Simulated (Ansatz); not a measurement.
# B2O (triplet): RPA-PBE over vertical spin and charge gaps, cc-pVTZ

Aim: run B2O (triplet) with these functionals over vertical spin and charge gaps, and hold them against the top wave-function level at the same points.

Program: Ansatz 0.2.0, Gaussian basis. Level of theory: cc-pVTZ, all electrons in the functionals, frozen cores in the correlation of double hybrids and RPA. These are calculated values, not measurements.

To be run: RPA-PBE, at charge 0, triplet; charge 0, singlet; charge 0, quintet; charge 1, doublet; charge 1, quartet.

9 further runs of the same task are left out: 3 for a known fault of the program, 6 set aside as unsound or not needed.

**1. What is computed**

The geometry is a PBE0/def2-TZVP stationary point (not a proven minimum).

3 atoms, charge 0, spin multiplicity 3.

Atoms are counted from 1 here; the program's logs count them from 0.

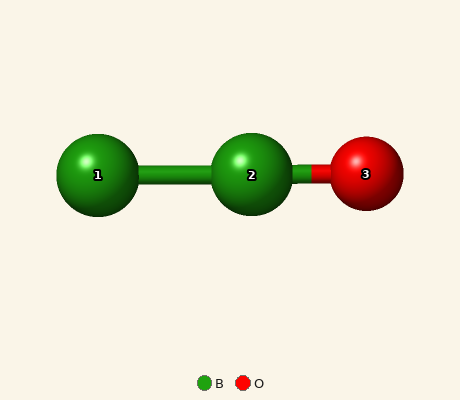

The geometry (boron green, oxygen red); atoms are numbered from 1 in the order of the file.

No dispersion term is added.

The geometry shown and the zero of energy belong to the point charge 0, triplet. The yardstick, UCCSDT(Q), and other wave-function levels (R restricted, U unrestricted, valence and pair active spaces) come from earlier runs.

**2. RPA-PBE, charge 0, triplet**

Input file in.yaml:

```yaml
crystal:
  periodic: [false, false, false]
  atoms:
    - {symbol: B, position_ang: [0.000000, 0.000000, 1.482400]}
    - {symbol: B, position_ang: [0.000000, 0.000000, -0.137000]}
    - {symbol: O, position_ang: [0.000000, 0.000000, -1.345400]}
basis:
  gaussian: {orbitals: cc-pVTZ}
magnetization: {spin_polarized: true, initial_magnetization: 2}
hamiltonian: {xc: {name: PBE}}
correlation: {method: rpa, electrons: outside_noble_gas}
```

The run is started by

```
$ ansatz run in.yaml --threads 2 --pin off --events-out ev --progress --plain --max-ram 24576MiB --backend cuda --devices 0, --max-vram 18GiB
```

Standard output:

```text
Functional definition: PBE
  name "PBE"
  cite "Perdew, Burke & Ernzerhof, Phys. Rev. Lett. 77, 3865 (1996) doi:10.1103/PhysRevLett.77.3865"
  parent pbe
  parameter kappa = 0.804
  parameter beta = 0.06672455060314922
  exchange = pbe_x(kappa = kappa, mu = beta*pi^2/3)
  correlation = pbe_c(beta = beta)
553 factors; integrals over basis functions are off by at most 1.4e-3 eV
mean field evaluation 1: about -3385.3082 eV, gradient 4.4e1 eV
mean field evaluation 2: about -3385.3038 eV, gradient 4.4e1 eV
mean field evaluation 4: about -3390.3237 eV, gradient 1.6e1 eV
mean field evaluation 8: about -3392.5933 eV, gradient 1.2e-1 eV
mean field evaluation 16: about -3392.5918 eV, gradient 1.4e-4 eV
mean field evaluation 32: about -3342.5225 eV, gradient 5.6e1 eV
mean field evaluation 64: about -3391.9829 eV, gradient 4.3e0 eV
mean field -3392.59177408 eV, -124.6754481162 hartree, gradient 4.8e-6 eV, S^2 2.003420; 3 other end points of the search recorded, 0 dependent functions left out
3 core orbitals not correlated: weight in the atoms' cores, before any rotation towards them, 1.000 or more for the frozen orbitals, at most 0.000 for the correlated occupied ones
reference -3378.37842691 eV, -124.1531172417 hartree; 7, 5 occupied and 80, 82 virtual orbitals, 553 factors
Total energy: -3394.63344438 eV, -124.7504781158 hartree
```

Wall time 16 s (1 × H100 (card shared with other runs) with 2 threads of AMD EPYC 7R13, shared host); peak host memory 0.87 GiB.

From the report: ⟨S²⟩ of the determinant 2.003 (pure triplet: 2.00).

**3. RPA-PBE, charge 0, singlet**

in.yaml, as its differences from that of step 2:

```diff
@@ -8,3 +8,3 @@
   gaussian: {orbitals: cc-pVTZ}
-magnetization: {spin_polarized: true, initial_magnetization: 2}
+magnetization: {spin_polarized: true, initial_magnetization: 0}
 hamiltonian: {xc: {name: PBE}}
```

The run is started by

```
$ ansatz run in.yaml --threads 1 --pin off --events-out ev --progress --plain --max-ram 4096MiB --backend cpu
```

Standard output, cut to the lines that bear on the results:

```text
Functional definition: PBE
  name "PBE"
  cite "Perdew, Burke & Ernzerhof, Phys. Rev. Lett. 77, 3865 (1996) doi:10.1103/PhysRevLett.77.3865"
  parent pbe
[...]
553 factors; integrals over basis functions are off by at most 1.4e-3 eV
[...]
mean field -3392.83660786 eV, -124.6844455915 hartree, gradient 2.1e-6 eV, S^2 0.589896; 14 other end points of the search recorded, 0 dependent functions left out
3 core orbitals not correlated: weight in the atoms' cores, before any rotation towards them, 1.000 or more for the frozen orbitals, at most 0.000 for the correlated occupied ones
reference -3378.28157254 eV, -124.1495579093 hartree; 6, 6 occupied and 81, 81 virtual orbitals, 553 factors
Total energy: -3395.04952100 eV, -124.7657686494 hartree
```

Run time: 9 s. Hardware: 1 thread of AMD EPYC 7R13, shared host.

From the report: ⟨S²⟩ of the determinant 0.590 (pure singlet: 0.00). The determinant is far from a pure spin state, so its energy mixes those of several spin states (harmless only where they are near-degenerate, as at dissociation).

From charge 0, triplet: -40.1 kJ/mol.

**4. RPA-PBE, charge 0, quintet**

in.yaml, as its differences from that of step 3:

```diff
@@ -8,3 +8,3 @@
   gaussian: {orbitals: cc-pVTZ}
-magnetization: {spin_polarized: true, initial_magnetization: 0}
+magnetization: {spin_polarized: true, initial_magnetization: 4}
 hamiltonian: {xc: {name: PBE}}
```

The run is started by

```
$ ansatz run in.yaml --threads 2 --pin off --events-out ev --progress --plain --max-ram 24576MiB --backend cuda --devices 0, --max-vram 18GiB
```

Standard output, cut to the lines that bear on the results:

```text
Functional definition: PBE
  name "PBE"
  cite "Perdew, Burke & Ernzerhof, Phys. Rev. Lett. 77, 3865 (1996) doi:10.1103/PhysRevLett.77.3865"
  parent pbe
[...]
553 factors; integrals over basis functions are off by at most 1.4e-3 eV
[...]
mean field -3388.14034052 eV, -124.5118609499 hartree, gradient 3.2e-6 eV, S^2 6.002739; 9 other end points of the search recorded, 0 dependent functions left out
3 core orbitals not correlated: weight in the atoms' cores, before any rotation towards them, 1.000 or more for the frozen orbitals, at most 0.000 for the correlated occupied ones
reference -3375.55572940 eV, -124.0493850217 hartree; 8, 4 occupied and 79, 83 virtual orbitals, 553 factors
Total energy: -3390.29704269 eV, -124.5911182930 hartree
```

It took 5.5 s on 1 × H100 (card shared with other runs) with 2 threads of AMD EPYC 7R13, shared host; peak host memory 0.87 GiB.

From the report: ⟨S²⟩ of the determinant 6.003 (pure quintet: 6.00).

From charge 0, triplet: +418.4 kJ/mol.

**5. RPA-PBE, charge 1, doublet**

in.yaml, as its differences from that of step 4:

```diff
@@ -8,3 +8,4 @@
   gaussian: {orbitals: cc-pVTZ}
-magnetization: {spin_polarized: true, initial_magnetization: 4}
+total_charge: 1
+magnetization: {spin_polarized: true, initial_magnetization: 1}
 hamiltonian: {xc: {name: PBE}}
```

The command is unchanged.

Standard output, cut to the lines that bear on the results:

```text
Functional definition: PBE
  name "PBE"
  cite "Perdew, Burke & Ernzerhof, Phys. Rev. Lett. 77, 3865 (1996) doi:10.1103/PhysRevLett.77.3865"
  parent pbe
[...]
553 factors; integrals over basis functions are off by at most 1.4e-3 eV
[...]
mean field -3383.16636028 eV, -124.3290705478 hartree, gradient 1.5e-6 eV, S^2 0.762819; 2 other end points of the search recorded, 0 dependent functions left out
3 core orbitals not correlated: weight in the atoms' cores, before any rotation towards them, 1.000 or more for the frozen orbitals, at most 0.000 for the correlated occupied ones
reference -3368.84738844 eV, -123.8028580383 hartree; 6, 5 occupied and 81, 82 virtual orbitals, 553 factors
Total energy: -3385.09058495 eV, -124.3997845002 hartree
```

Wall time 7.5 s (1 × H100 (card shared with other runs) with 2 threads of AMD EPYC 7R13, shared host); peak host memory 0.86 GiB.

From the report: ⟨S²⟩ of the determinant 0.763 (pure doublet: 0.75).

From charge 0, triplet: +920.7 kJ/mol.

**6. RPA-PBE, charge 1, quartet**

in.yaml, as its differences from that of step 5:

```diff
@@ -9,3 +9,3 @@
 total_charge: 1
-magnetization: {spin_polarized: true, initial_magnetization: 1}
+magnetization: {spin_polarized: true, initial_magnetization: 3}
 hamiltonian: {xc: {name: PBE}}
```

The command is unchanged.

Standard output, cut to the lines that bear on the results:

```text
Functional definition: PBE
  name "PBE"
  cite "Perdew, Burke & Ernzerhof, Phys. Rev. Lett. 77, 3865 (1996) doi:10.1103/PhysRevLett.77.3865"
  parent pbe
[...]
553 factors; integrals over basis functions are off by at most 1.4e-3 eV
[...]
mean field -3379.60228098 eV, -124.1980930492 hartree, gradient 1.5e-6 eV, S^2 3.753186; 13 other end points of the search recorded, 0 dependent functions left out
3 core orbitals not correlated: weight in the atoms' cores, before any rotation towards them, 1.000 or more for the frozen orbitals, at most 0.000 for the correlated occupied ones
reference -3367.76255164 eV, -123.7629910214 hartree; 7, 4 occupied and 80, 83 virtual orbitals, 553 factors
Total energy: -3381.71940334 eV, -124.2758958609 hartree
```

Wall time 5.5 s (1 × H100 (card shared with other runs) with 2 threads of AMD EPYC 7R13, shared host); peak host memory 0.87 GiB.

From the report: ⟨S²⟩ of the determinant 3.753 (pure quartet: 3.75).

From charge 0, triplet: +1246.0 kJ/mol.

**7. Against the wave-function levels**

The yardstick is UCCSDT(Q), where the cluster series has nearly closed. It comes from earlier runs at the same points. Energies in kJ/mol, counted from charge 0, triplet; blanks weren't run or aren't comparable.

| level | triplet to singlet | triplet to quintet | ionisation to the doublet cation | ionisation to the quartet cation |
| --- | --- | --- | --- | --- |
| UCCSDT(Q) | -46.7 | 429.7 |  |  |
| RPA-PBE | -40.1 | 418.4 | 920.7 | 1246.0 |

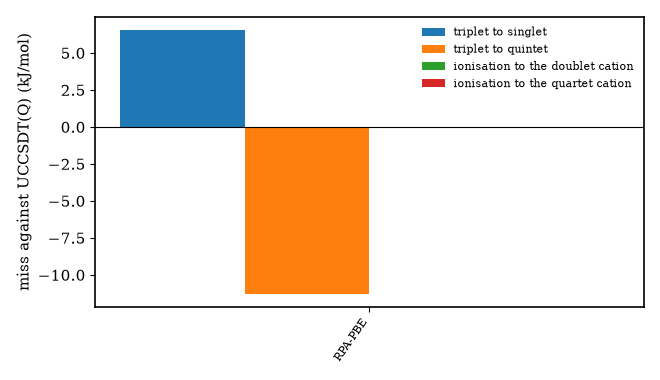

Misses of the gaps against UCCSDT(Q).

Largest miss and mean time a point (UCCSDT(Q) took 64 s a point; shared hosts):

| level | largest miss (kJ/mol) | where | time a point |
| --- | --- | --- | --- |
| RPA-PBE | -11.3 | triplet to quintet | 8.7 s |

**8. Outcome**

```
                     quantity                              value
triplet to singlet, UCCSDT(Q)                       -46.7 kJ/mol
triplet to quintet, UCCSDT(Q)                       429.7 kJ/mol
        largest miss, RPA-PBE  -11.3 kJ/mol (triplet to quintet)
```

What this shows: Misses are known at 2 of 4 points at best, and only functionals with that many are ranked. RPA-PBE strays by up to 11.3 kJ/mol, at triplet to quintet. RPA-PBE clearly breaks the spin symmetry at some points (⟨S²⟩ up to 0.59 above the pure value), so energy there is bought with a mixed spin. Functionals and the yardstick converge differently with the basis, so part of each miss in cc-pVTZ is the basis.
